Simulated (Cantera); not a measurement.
A closed system holds: 1 mol Pb, 0.23 mol CO, 25 mol N2, 0.12 mol O2, at 1.00 Torr.

Equilibrium computed with Cantera from the NASA thermochemical tables; the gas is ideal and each condensed phase is pure. Candidate condensed phases: C, Pb, PbO, PbO2, Pb3O4; 27 gas species. Kinetics and transport are ignored.

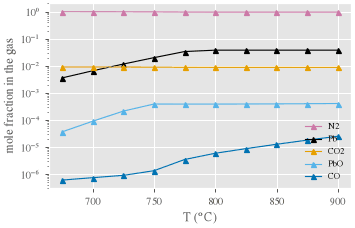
Fig. 1. Equilibrium gas composition (values under 1e-9 drawn at 1e-9)

### Question
Read off the mole fractions at 675 °C.

### Answer
N2 about 0.99, CO2 about 0.0091, Pb about 0.0036, PbO about 3.7e-5, CO about 6.1e-7.
